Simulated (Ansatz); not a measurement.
The figure comes from a scan of GaAs (zinc blende): volume and axial ratio are varied about the relaxed values (subscript 0). All values below come from PBE (plane waves to 420 eV, PAW, scalar-relativistic; Ansatz, an electronic-structure program). k mesh 10×10×10 (Γ-centred), Fermi-Dirac smearing 0.05 eV. Energies are smeared free energies. GaAs was relaxed with its symmetry unable to fall. ΔE is measured from the relaxed starting cell.

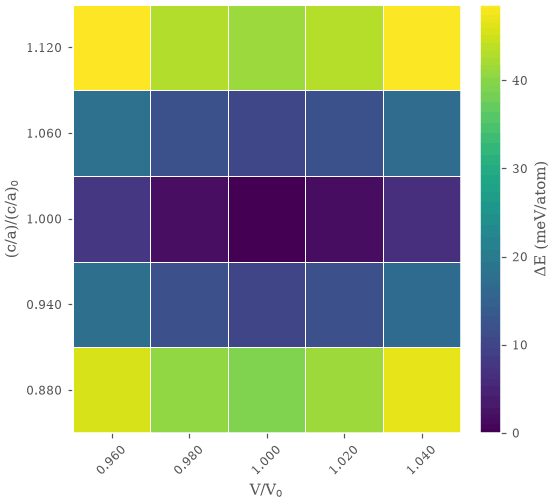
ΔE (meV/atom), one tile a computed point.

### Question
Read the plotted values off the figure, to the accuracy that the plot allows.

### Answer
To the nearest 5:

ΔE (meV/atom), with V/V₀ across and (c/a)/(c/a)₀ down:

```csv
(c/a)/(c/a)₀ \ V/V₀,0.960,0.980,1.000,1.020,1.040
0.880,45,40,40,40,45
0.940,20,10,10,10,15
1.000,10,0,0,0,5
1.060,20,10,10,10,15
1.120,50,45,40,45,50
```

(A scan under strain: stresses follow from slopes of the energy per volume, elastic moduli from its curvatures.)
